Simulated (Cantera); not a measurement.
Charge: 1 mol Ti, 10 mol H₂, at 15.0 Pa.

Equilibrium computed with Cantera from the NASA thermochemical tables; the gas is ideal and each condensed phase is pure. Candidate condensed phases: Ti; 3 gas species. Equilibrium is a limit: real reactors are often held back by kinetics, nucleation or transport.

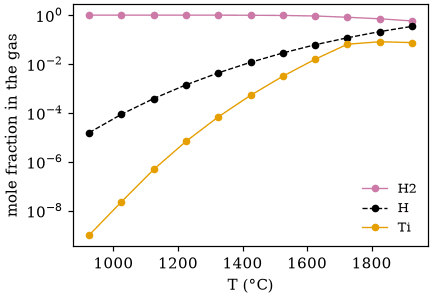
Figure: Equilibrium gas composition (values under 1e-9 drawn at 1e-9)

From 925 °C to 1625 °C the condensed part is Ti(β). At 1725 °C the condensed part is Ti(l). From 1825 °C to 1925 °C nothing is condensed.
